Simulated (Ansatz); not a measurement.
# InH2F (SMILES [H][In]([H])[F]): CCSD/STO-3G

Aim: the electronic atomisation energy of InH2F at CCSD/STO-3G, from 4 runs. 

The results are computed with Ansatz 0.2.0.

58 further runs of the same task are left out: 2 that didn't finish, 56 set aside as unsound or not needed.

**1. The structure to begin with**

The species is InH2F (4 atoms), meant as a singlet with charge 0. SMILES: `[H][In]([H])[F]`. Geometry: a GFN2-xTB relaxation, a rough one for these elements and not checked as a minimum.

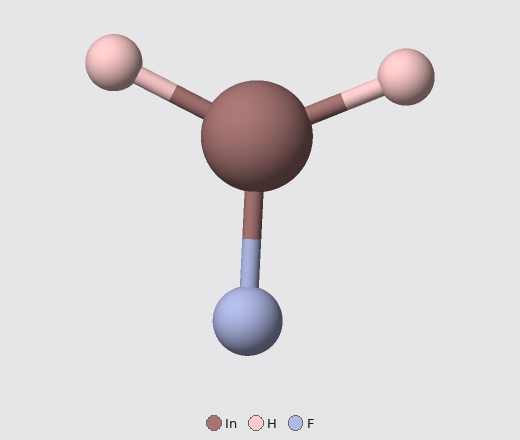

The structure, seen from a chosen angle (indium brown, hydrogen pink, fluorine light blue).

**2. The energy at CCSD/STO-3G**

job.yaml

```yaml
crystal:
  periodic: [false, false, false]
  atoms:
    - symbol: In
      position_ang: [0.069180, 0.117330, -0.000190]
    - symbol: H
      position_ang: [1.751200, -0.073770, 0.013580]
    - symbol: H
      position_ang: [-0.891440, 1.509340, -0.018860]
    - symbol: F
      position_ang: [-0.928940, -1.552910, 0.005460]
basis:
  gaussian: {orbitals: STO-3G}
correlation: {method: ccsd, frozen_orbitals: {F: 1, H: 0, In: 18}}
accuracy: high
scf: {omitted_lower_state_checks: [cluster_reference, increment]}
magnetization: {spin_polarized: false, initial_magnetization: 0}
```

Launch:

```console
$ ansatz run job.yaml --threads 1 --pin off --max-ram 2610MiB --events-out events.jsonl --progress --plain --runs-dir runs
```

Standard output:

```text
Warning: RAYON_NUM_THREADS=1 ignored (pool sized by the plan → 1); use --threads N
[... 11 lines left out ...]
19 core orbitals not correlated: weight in the atoms' cores, before any rotation towards them, 1.000 or more for the frozen orbitals, at most 0.000 for the correlated occupied ones
[... 22 lines left out ...]
Total energy: -157339.69505330 eV, -5782.1271445332 hartree
Checks for a lower state left out: cluster_reference, increment
```

Wall time 0.5 s (1 thread of Arm Neoverse V2, shared host).

**3. The F atom at the same level**

run.yaml

```yaml
crystal:
  periodic: [false, false, false]
  atoms:
    - symbol: F
      position_ang: [0.000000, 0.000000, 0.000000]
basis:
  gaussian: {orbitals: STO-3G}
magnetization: {spin_polarized: true, initial_magnetization: 1}
accuracy: high
scf: {omitted_lower_state_checks: [cluster_reference, increment]}
correlation: {method: ccsd, frozen_orbitals: {F: 1}}
```

Launch:

```console
$ ansatz run run.yaml --threads 1 --pin off --max-ram 2610MiB --events-out events.jsonl --progress --plain --runs-dir runs
```

Standard output (excerpt; [...] marks lines left out):

```text
Warning: RAYON_NUM_THREADS=1 ignored (pool sized by the plan → 1); use --threads N
Functional definition: HF
  name "HF"
[...]
15 factors; integrals over basis functions are off by at most 1.2e-9 eV
[...]
mean field -2666.34863534 eV, -97.9865050328 hartree, gradient 0.0e0 eV, S^2 0.750000; 2 other end points of the search recorded, 0 dependent functions left out
1 core orbitals not correlated: weight in the atoms' cores, before any rotation towards them, 1.000 or more for the frozen orbitals, at most 0.000 for the correlated occupied ones
reference -2666.34863534 eV, -97.9865050328 hartree; 4, 3 occupied and 0, 1 virtual orbitals, 15 factors
second order 0.00000000 eV of doubles, 0.00000000 eV of singles
cycle   1  0.00000000 eV  change     0.0e0 eV  update    0.0e0
cycle   2  0.00000000 eV  change     0.0e0 eV  update    0.0e0
Total energy: -2666.34863534 eV, -97.9865050328 hartree
Checks for a lower state left out: cluster_reference, increment
```

Wall time 0.04 s (1 thread of Arm Neoverse V2, shared host).

**4. The H atom: the energy at UHF/STO-3G**

in.yaml

```yaml
crystal:
  periodic: [false, false, false]
  atoms:
    - {symbol: H, position_ang: [0.000000, 0.000000, 0.000000]}
basis:
  gaussian: {orbitals: STO-3G}
magnetization: {spin_polarized: true, initial_magnetization: 1}
hamiltonian: {xc: hf}
accuracy: high
```

Run the same way, it converges to -0.46658 Eh (log not shown).

**5. The In atom, same level**

in.yaml

```yaml
crystal:
  periodic: [false, false, false]
  atoms:
    - symbol: In
      position_ang: [0.000000, 0.000000, 0.000000]
basis:
  gaussian: {orbitals: STO-3G}
total_charge: 0
magnetization: {spin_polarized: true, initial_magnetization: 1}
correlation: {method: ccsd, frozen_orbitals: {In: 18}}
accuracy: high
scf: {omitted_lower_state_checks: [cluster_reference, increment]}
```

Run the same way, it converges to -5682.80391 Eh (log not shown).

**6. Summary of results**

Level: CCSD/STO-3G, 19 core orbitals frozen.

| quantity | value |
| --- | --- |
| molecule: total energy | -5782.12714 Eh |
| molecule: correlation energy (19 core orbitals frozen) | -68.1 mEh |
| molecule: T1 diagnostic | 0.019 |
| F atom: total energy | -97.98651 Eh |
| F atom: correlation energy (1 core orbital frozen) | 0.0 mEh |
| F atom: ⟨S²⟩ of the reference determinant | 0.750 |
| F atom: T1 diagnostic | 0.000 |
| H atom: total energy | -0.46658 Eh |
| H atom: ⟨S²⟩ | 0.750 |
| In atom: total energy | -5682.80391 Eh |
| In atom: correlation energy (18 core orbitals frozen) | -26.5 mEh |
| In atom: ⟨S²⟩ of the reference determinant | 0.750 |
| In atom: T1 diagnostic | 0.000 |
| electronic atomisation energy | 10.982 eV |

Taking the molecule apart into free atoms costs 10.98 eV (253 kcal/mol), before zero-point energy and without spin-orbit coupling. In a minimal basis such a difference can be off by several eV, whatever the method. Relativity is left out (molecule) although the molecule holds a heavy atom. Relativity is left out (In atom) although the molecule holds a heavy atom.
